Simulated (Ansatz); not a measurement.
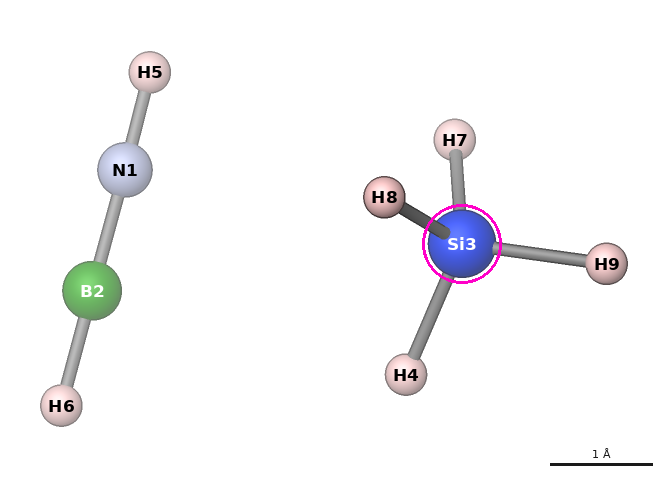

Orthographic view. Distant atoms are faded towards the background colour. Computed geometry: PBE0-D4/def2-TZVP optimisation. No frequency run is at hand to confirm it as a minimum.

Which atoms are bonded to the circled atom?

The circled atom is Si3; it is bonded to H4, H7, H8, H9.

Which atom is nearest the viewer?

H8, 1.6 Å in front of the mean position.

Which two atoms are farthest apart in space?

H6 and H9, 5.69 Å.
